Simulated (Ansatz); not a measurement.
# Work function of Fe(111): what the settings cost and change, part 2 of 3

How far do cutoff, k-mesh and smearing move the work function of Fe(111)?

Ansatz 0.2.0; plane-wave DFT, PBE, Ansatz PAW.

So far, work function, upper face (eV): step 2 (slab, setting cutoff 200 eV) 4.62; step 3 (slab) 3.89.

## 4. Run

Input file input.yaml:

```yaml
crystal:
  lattice:
    - [4.058792924, 0.0, 0.0]
    - [2.029396462, 3.5150177809, 0.0]
    - [0.0, 0.0, 26.2849763629]
  atoms:
    - { symbol: Fe, position: [0.6666666667, 0.6666666667, 0.3424009166], spin: 2.5 }
    - { symbol: Fe, position: [0.0, 0.0, 0.3739207333], spin: 2.5 }
    - { symbol: Fe, position: [0.3333333333, 0.3333333333, 0.40544055], spin: 2.5 }
    - { symbol: Fe, position: [0.6666666667, 0.6666666667, 0.4369603666], spin: 2.5 }
    - { symbol: Fe, position: [0.0, 0.0, 0.4684801833], spin: 2.5 }
    - { symbol: Fe, position: [0.3333333333, 0.3333333333, 0.5], spin: 2.5 }
    - { symbol: Fe, position: [0.6666666667, 0.6666666667, 0.5315198167], spin: 2.5 }
    - { symbol: Fe, position: [0.0, 0.0, 0.5630396334], spin: 2.5 }
    - { symbol: Fe, position: [0.3333333333, 0.3333333333, 0.59455945], spin: 2.5 }
    - { symbol: Fe, position: [0.6666666667, 0.6666666667, 0.6260792667], spin: 2.5 }
    - { symbol: Fe, position: [0.0, 0.0, 0.6575990834], spin: 2.5 }
magnetization:
  spin_polarized: true
kpoints:
  mp_grid: { grid: [12, 12, 1] }
hamiltonian:
  xc: pbe
scf:
  occupations: { method: fermi_dirac, width: 0.1 }
  convergence: { dr2_threshold: 1.0e-09 }
efield:
  axis: 3
  dipole_correction: true
  ramp_position: 0.97
  ramp_width: 0.06
basis:
  ecutwfc: "420 eV"
output:
  write_potential: true
  write_density: true
  volumetric_format: npy
```

The run is started by

```console
$ ansatz run input.yaml --threads 4 --pin off --max-ram 6144MiB --backend cpu --events-out ev --progress --plain --runs-dir out
```

Numbers of over 12 decimals in the logs are rounded to 6 here.

The log of the run:

```text
[...]
Crystal: 11 atoms, lattice volume = 375.001 Å³
Basis set: ecut = 420 eV, 7335 PW (Γ)
Bands: 123, of which v1, the nominal top of the filled ones, is band 88 counted from 1 (87 counted from 0)
Symmetry: 6 space group operations
k-points: 19 of 144 (time reversal used)
[...]
k-point 1 ↑: bands = [... 84 lower, 2.4780, 2.5283, 2.5581, 2.6274, 2.6569, 2.7313, 2.7468, 2.7888, ... 31 higher]
  k-point 2 ↑: bands = [... 84 lower, 2.4560, 2.4592, 2.5646, 2.6240, 2.6633, 2.7006, 2.7274, 2.7287, ... 31 higher]
  k-point 18 ↓: bands = [... 84 lower, 4.9330, 4.9330, 4.9455, 5.0177, 5.0177, 5.1980, 5.2289, 5.2289, ... 31 higher]
[key lines of the parts left out:]
SCF converged after 18 iterations
Magnetization: 27.9982 μB (101.9991 up, 74.0009 down)
Free energy (F): -49280.399753 eV
Fermi energy:    3.696091 eV
Dipole field:    D = -0.000001 V/Å  (p = -0.000002 e·Å, saw-weighted, corrected)
Work function:   Φ+ = 3.8711 eV   Φ− = 3.8711 eV
```

It took 5 min on 4 threads of Arm Neoverse N1, shared host; peak memory 2.3 GiB.

The work function is 3.871 eV, -0.745 eV from the run “cutoff 200 eV”, at 2.3 times its CPU time.

## 5. Run

Changes to input.yaml since step 4:

```diff
@@ -32,3 +32,3 @@
 basis:
-  ecutwfc: "420 eV"
+  ecutwfc: "600 eV"
 output:
```

The log of the run:

```text
[...]
Crystal: 11 atoms, lattice volume = 375.001 Å³
Basis set: ecut = 600 eV, 12423 PW (Γ)
Bands: 123, of which v1, the nominal top of the filled ones, is band 88 counted from 1 (87 counted from 0)
Symmetry: 6 space group operations
k-points: 19 of 144 (time reversal used)
[...]
k-point 1 ↑: bands = [... 84 lower, 2.4766, 2.5269, 2.5566, 2.6261, 2.6556, 2.7300, 2.7454, 2.7875, ... 31 higher]
  k-point 2 ↑: bands = [... 84 lower, 2.4546, 2.4579, 2.5632, 2.6226, 2.6621, 2.6993, 2.7261, 2.7273, ... 31 higher]
  k-point 18 ↓: bands = [... 84 lower, 4.9329, 4.9329, 4.9453, 5.0175, 5.0175, 5.1978, 5.2284, 5.2284, ... 31 higher]
[key lines of the parts left out:]
SCF converged after 18 iterations
Magnetization: 28.0036 μB (102.0018 up, 73.9982 down)
Free energy (F): -49280.436014 eV
Fermi energy:    3.695163 eV
Dipole field:    D = -0.000002 V/Å  (p = -0.000003 e·Å, saw-weighted, corrected)
Work function:   Φ+ = 3.8706 eV   Φ− = 3.8705 eV
```

It took 8.7 min on 4 threads; peak memory 3.8 GiB; 29 min of CPU time.

The work function is 3.871 eV, -0.001 eV from the run “cutoff 420 eV”, at 1.7 times its CPU time.

## 6. Slab

Changes to input.yaml since step 5:

```diff
@@ -20,3 +20,3 @@
 kpoints:
-  mp_grid: { grid: [12, 12, 1] }
+  mp_grid: { grid: [2, 2, 1] }
 hamiltonian:
@@ -31,4 +31,2 @@
   ramp_width: 0.06
-basis:
-  ecutwfc: "600 eV"
 output:
```

The log of the run:

```text
[...]
Crystal: 11 atoms, lattice volume = 375.001 Å³
Basis set: ecut = 420 eV, 7335 PW (Γ)
Bands: 123, of which v1, the nominal top of the filled ones, is band 88 counted from 1 (87 counted from 0)
Symmetry: 6 space group operations
k-points: 2 of 4
[...]
k-point 1 ↑: bands = [... 84 lower, 2.5692, 2.5696, 2.5993, 2.6149, 2.6163, 2.6805, 2.7153, 2.7314, ... 31 higher]
  k-point 0 ↓: bands = [... 84 lower, 5.4040, 5.4040, 5.4210, 5.4210, 5.5250, 5.5250, 5.5686, 5.5686, ... 31 higher]
  k-point 1 ↓: bands = [... 84 lower, 5.0737, 5.1734, 5.1794, 5.2218, 5.3106, 5.3865, 5.4060, 5.4129, ... 31 higher]
[key lines of the parts left out:]
SCF converged after 17 iterations
Magnetization: 27.8295 μB (101.9148 up, 74.0852 down)
Free energy (F): -49279.894099 eV
Fermi energy:    3.705904 eV
Dipole field:    D = 0.000001 V/Å  (p = 0.000003 e·Å, saw-weighted, corrected)
Work function:   Φ+ = 3.8813 eV   Φ− = 3.8813 eV
```

The job ended after 30 s (4 threads; peak memory 0.99 GiB; 60 s of CPU time).

The work function is 3.881 eV, +0.010 eV from the run “cutoff 420 eV”, at 0.060 times its CPU time.

## 7. Slab

Changes to input.yaml since step 6:

```diff
@@ -20,3 +20,3 @@
 kpoints:
-  mp_grid: { grid: [2, 2, 1] }
+  mp_grid: { grid: [4, 4, 1] }
 hamiltonian:
```

The log of the run:

```text
[...]
Crystal: 11 atoms, lattice volume = 375.001 Å³
Basis set: ecut = 420 eV, 7335 PW (Γ)
Bands: 123, of which v1, the nominal top of the filled ones, is band 88 counted from 1 (87 counted from 0)
Symmetry: 6 space group operations
k-points: 4 of 16 (time reversal used)
[...]
k-point 1 ↑: bands = [... 84 lower, 2.3876, 2.4377, 2.4767, 2.5343, 2.5522, 2.5665, 2.6627, 2.6699, ... 31 higher]
  k-point 2 ↑: bands = [... 84 lower, 2.4975, 2.5326, 2.5330, 2.5388, 2.5890, 2.6118, 2.6353, 2.6625, ... 31 higher]
  k-point 3 ↓: bands = [... 84 lower, 4.8729, 4.9326, 4.9897, 5.0299, 5.1374, 5.1491, 5.2005, 5.2230, ... 31 higher]
[key lines of the parts left out:]
SCF converged after 17 iterations
Magnetization: 27.7611 μB (101.8805 up, 74.1195 down)
Free energy (F): -49280.365961 eV
Fermi energy:    3.655347 eV
Dipole field:    D = 0.000002 V/Å  (p = 0.000004 e·Å, saw-weighted, corrected)
Work function:   Φ+ = 3.9329 eV   Φ− = 3.9329 eV
```

Run time: 62 s. Hardware: 4 threads; peak memory 1.3 GiB.

The work function is 3.933 eV, +0.062 eV from the run “cutoff 420 eV”, at 0.17 times its CPU time.

## 8. Slab

Changes to input.yaml since step 7:

```diff
@@ -20,3 +20,3 @@
 kpoints:
-  mp_grid: { grid: [4, 4, 1] }
+  mp_grid: { grid: [8, 8, 1] }
 hamiltonian:
```

The log of the run:

```text
[...]
Crystal: 11 atoms, lattice volume = 375.001 Å³
Basis set: ecut = 420 eV, 7335 PW (Γ)
Bands: 123, of which v1, the nominal top of the filled ones, is band 88 counted from 1 (87 counted from 0)
Symmetry: 6 space group operations
k-points: 10 of 64 (time reversal used)
[...]
k-point 1 ↑: bands = [... 84 lower, 2.4641, 2.4998, 2.5635, 2.6297, 2.6923, 2.7234, 2.7459, 2.7533, ... 31 higher]
  k-point 2 ↑: bands = [... 84 lower, 2.4225, 2.4734, 2.5075, 2.5683, 2.5874, 2.6024, 2.7004, 2.7058, ... 31 higher]
  k-point 9 ↓: bands = [... 84 lower, 4.9063, 5.0037, 5.0356, 5.0547, 5.0740, 5.1922, 5.2071, 5.2555, ... 31 higher]
[key lines of the parts left out:]
SCF converged after 18 iterations
Magnetization: 27.9840 μB (101.9920 up, 74.0080 down)
Free energy (F): -49280.396530 eV
Fermi energy:    3.697543 eV
Dipole field:    D = -0.000000 V/Å  (p = -0.000001 e·Å, saw-weighted, corrected)
Work function:   Φ+ = 3.8684 eV   Φ− = 3.8684 eV
```

Wall time 2.5 min (4 threads); peak memory 1.7 GiB.

The work function is 3.868 eV, -0.003 eV from the run “cutoff 420 eV”, at 0.49 times its CPU time.

## 9. Run

Changes to input.yaml since step 8:

```diff
@@ -20,3 +20,3 @@
 kpoints:
-  mp_grid: { grid: [8, 8, 1] }
+  mp_grid: { grid: [18, 18, 1] }
 hamiltonian:
```

The log of the run:

```text
[...]
Crystal: 11 atoms, lattice volume = 375.001 Å³
Basis set: ecut = 420 eV, 7335 PW (Γ)
Bands: 123, of which v1, the nominal top of the filled ones, is band 88 counted from 1 (87 counted from 0)
Symmetry: 6 space group operations
k-points: 37 of 324 (time reversal used)
[...]
k-point 1 ↑: bands = [... 84 lower, 2.4903, 2.5413, 2.5548, 2.6244, 2.6379, 2.7356, 2.7430, 2.7919, ... 31 higher]
  k-point 2 ↑: bands = [... 84 lower, 2.4679, 2.5105, 2.5618, 2.6295, 2.6800, 2.7264, 2.7500, 2.7683, ... 31 higher]
  k-point 36 ↓: bands = [... 84 lower, 4.9331, 4.9331, 4.9456, 5.0178, 5.0178, 5.1980, 5.2291, 5.2291, ... 31 higher]
[key lines of the parts left out:]
SCF converged after 18 iterations
Magnetization: 27.9920 μB (101.9960 up, 74.0040 down)
Free energy (F): -49280.399269 eV
Fermi energy:    3.696763 eV
Dipole field:    D = 0.000002 V/Å  (p = 0.000004 e·Å, saw-weighted, corrected)
Work function:   Φ+ = 3.8701 eV   Φ− = 3.8701 eV
```

Run time: 9 min. Hardware: 4 threads; peak memory 3.6 GiB; 32 min of CPU time.

The work function is 3.870 eV, -0.001 eV from the run “cutoff 420 eV”, at 1.9 times its CPU time.

## 10. Run

Changes to input.yaml since step 9:

```diff
@@ -20,3 +20,3 @@
 kpoints:
-  mp_grid: { grid: [18, 18, 1] }
+  mp_grid: { grid: [12, 12, 1] }
 hamiltonian:
@@ -24,3 +24,3 @@
 scf:
-  occupations: { method: fermi_dirac, width: 0.1 }
+  occupations: { method: gaussian, width: 0.05 }
   convergence: { dr2_threshold: 1.0e-09 }
```

The log of the run:

```text
[...]
Crystal: 11 atoms, lattice volume = 375.001 Å³
Basis set: ecut = 420 eV, 7335 PW (Γ)
Bands: 123, of which v1, the nominal top of the filled ones, is band 88 counted from 1 (87 counted from 0)
Symmetry: 6 space group operations
k-points: 19 of 144 (time reversal used)
[...]
k-point 1 ↑: bands = [... 84 lower, 2.5128, 2.5619, 2.5915, 2.6644, 2.6938, 2.7710, 2.7857, 2.8282, ... 31 higher]
  k-point 2 ↑: bands = [... 84 lower, 2.4902, 2.4932, 2.5990, 2.6599, 2.6930, 2.7342, 2.7612, 2.7678, ... 31 higher]
  k-point 18 ↓: bands = [... 84 lower, 4.9906, 4.9906, 4.9990, 5.0677, 5.0677, 5.2560, 5.2809, 5.2809, ... 31 higher]
[key lines of the parts left out:]
SCF converged after 18 iterations
Magnetization: 28.3384 μB (102.1692 up, 73.8308 down)
Free energy (F): -49280.202530 eV
Fermi energy:    3.694076 eV
Dipole field:    D = 0.000000 V/Å  (p = 0.000001 e·Å, saw-weighted, corrected)
Work function:   Φ+ = 3.8537 eV   Φ− = 3.8537 eV
```

Run time: 4.6 min. Hardware: 4 threads; peak memory 2.3 GiB; 16 min of CPU time.

The work function is 3.854 eV, -0.017 eV from the run “cutoff 420 eV”, at 0.97 times its CPU time.

## 11. Run

Changes to input.yaml since step 10:

```diff
@@ -24,3 +24,3 @@
 scf:
-  occupations: { method: gaussian, width: 0.05 }
+  occupations: { method: methfessel_paxton, width: 0.2 }
   convergence: { dr2_threshold: 1.0e-09 }
```

The log of the run:

```text
[...]
Crystal: 11 atoms, lattice volume = 375.001 Å³
Basis set: ecut = 420 eV, 7335 PW (Γ)
Bands: 123, of which v1, the nominal top of the filled ones, is band 88 counted from 1 (87 counted from 0)
Symmetry: 6 space group operations
k-points: 19 of 144 (time reversal used)
[...]
k-point 1 ↑: bands = [... 84 lower, 2.5116, 2.5601, 2.5897, 2.6649, 2.6943, 2.7697, 2.7844, 2.8266, ... 31 higher]
  k-point 2 ↑: bands = [... 84 lower, 2.4894, 2.4917, 2.5972, 2.6600, 2.6962, 2.7355, 2.7614, 2.7675, ... 31 higher]
  k-point 18 ↓: bands = [... 84 lower, 4.9872, 4.9872, 4.9957, 5.0649, 5.0649, 5.2506, 5.2759, 5.2759, ... 31 higher]
[key lines of the parts left out:]
SCF converged after 31 iterations
Magnetization: 28.2854 μB (102.1427 up, 73.8573 down)
Free energy (F): -49280.194421 eV
Fermi energy:    3.702968 eV
Dipole field:    D = -0.000001 V/Å  (p = -0.000002 e·Å, saw-weighted, corrected)
Work function:   Φ+ = 3.8450 eV   Φ− = 3.8450 eV
```

Elapsed: 6.3 min, on 4 threads; peak memory 2.3 GiB; 23 min of CPU time.

The work function is 3.845 eV, -0.026 eV from the run “cutoff 420 eV”, at 1.4 times its CPU time.

## 12. Slab

Changes to input.yaml since step 11:

```diff
@@ -24,3 +24,3 @@
 scf:
-  occupations: { method: methfessel_paxton, width: 0.2 }
+  occupations: { method: fermi_dirac, width: 0.3 }
   convergence: { dr2_threshold: 1.0e-09 }
```

The log of the run:

```text
band count auto-derived: 134 (N_el = 176.0; filled up to band 88; 123 by the electrons, moments and atoms)
[...]
Crystal: 11 atoms, lattice volume = 375.001 Å³
Basis set: ecut = 420 eV, 7335 PW (Γ)
Bands: 134, of which v1, the nominal top of the filled ones, is band 88 counted from 1 (87 counted from 0)
[...]
k-point 1 ↑: bands = [... 84 lower, 2.3555, 2.4180, 2.4486, 2.4970, 2.5267, 2.5979, 2.6155, 2.6550, ... 42 higher]
  k-point 2 ↑: bands = [... 84 lower, 2.3491, 2.3550, 2.4533, 2.4973, 2.5354, 2.5756, 2.5896, 2.6101, ... 42 higher]
  k-point 18 ↓: bands = [... 84 lower, 4.6564, 4.6564, 4.6994, 4.7837, 4.7837, 4.9454, 5.0043, 5.0043, ... 42 higher]
[key lines of the parts left out:]
SCF converged after 18 iterations
Magnetization: 26.2947 μB (101.1474 up, 74.8526 down)
Free energy (F): -49282.143862 eV
Fermi energy:    3.646859 eV
Dipole field:    D = 0.000002 V/Å  (p = 0.000004 e·Å, saw-weighted, corrected)
Work function:   Φ+ = 4.0097 eV   Φ− = 4.0097 eV
```

The job ended after 5 min (4 threads; peak memory 2.6 GiB).

The work function is 4.010 eV, +0.139 eV from the run “cutoff 420 eV”, at 1.2 times its CPU time.

## 13. Slab

Changes to input.yaml since step 12:

```diff
@@ -24,3 +24,3 @@
 scf:
-  occupations: { method: fermi_dirac, width: 0.3 }
+  occupations: { method: cold, width: 0.1 }
   convergence: { dr2_threshold: 1.0e-09 }
```

The log of the run:

```text
[...]
Crystal: 11 atoms, lattice volume = 375.001 Å³
Basis set: ecut = 420 eV, 7335 PW (Γ)
Bands: 123, of which v1, the nominal top of the filled ones, is band 88 counted from 1 (87 counted from 0)
Symmetry: 6 space group operations
k-points: 19 of 144 (time reversal used)
[...]
k-point 1 ↑: bands = [... 84 lower, 2.5146, 2.5646, 2.5942, 2.6662, 2.6956, 2.7740, 2.7891, 2.8319, ... 31 higher]
  k-point 2 ↑: bands = [... 84 lower, 2.4921, 2.4965, 2.6025, 2.6624, 2.6991, 2.7395, 2.7633, 2.7710, ... 31 higher]
  k-point 18 ↓: bands = [... 84 lower, 4.9866, 4.9866, 4.9968, 5.0642, 5.0642, 5.2521, 5.2793, 5.2793, ... 31 higher]
[key lines of the parts left out:]
SCF converged after 24 iterations
Magnetization: 28.2097 μB (102.1049 up, 73.8951 down)
Free energy (F): -49280.189182 eV
Fermi energy:    3.698603 eV
Dipole field:    D = 0.000001 V/Å  (p = 0.000001 e·Å, saw-weighted, corrected)
Work function:   Φ+ = 3.8469 eV   Φ− = 3.8469 eV
```

Run time: 4.5 min. Hardware: 4 threads; peak memory 2.3 GiB.

The work function is 3.847 eV, -0.024 eV from the run “cutoff 420 eV”, at 1.1 times its CPU time.

## 14. Comparing the runs

Times are for 4 threads of Arm Neoverse N1, shared host. Results by setting:

```csv
no.,setting,"work function, upper face (eV)",time,memory (GiB)
1,cutoff 200 eV,4.616,2.6 min,1.0
2,cutoff 300 eV,3.886,3.1 min,1.6
3,cutoff 420 eV,3.871,5 min,2.3
4,cutoff 600 eV,3.871,8.7 min,3.8
5,mesh 2x2,3.881,30 s,0.99
6,mesh 4x4,3.933,62 s,1.3
7,mesh 8x8,3.868,2.5 min,1.7
8,mesh 18x18,3.870,9 min,3.6
9,Gaussian smearing 0.05 eV,3.854,4.6 min,2.3
10,methfessel_paxton smearing 0.2 eV,3.845,6.3 min,2.3
11,fermi_dirac smearing 0.3 eV,4.010,5 min,2.6
12,cold smearing 0.1 eV,3.847,4.5 min,2.3
```

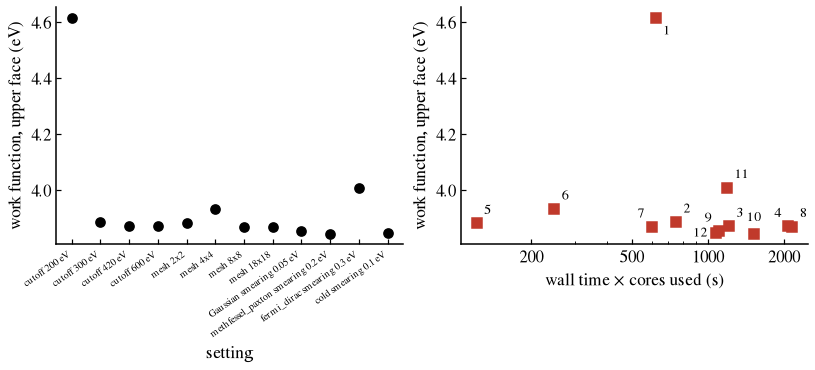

The series as plots; the last panel sets the first result against cost, with the runs numbered as in the table.

(Part 2 of 3 ends here.)

[Logs are printed without paths, hosts, clocks, repeated set-up lines and the standing remarks that a program may print on its own settings, such as how far it seeks lower states.]

[Hosts, paths, dates, database ids (printed as entryN), source tags and the programs' standing remarks are cut or masked in the printed files.]

[Maps of the electrostatic potential energy from Ansatz leave out the sawtooth potential of an applied field or a dipole correction, so their vacuum need not be flat; planar profiles and work functions include it.]
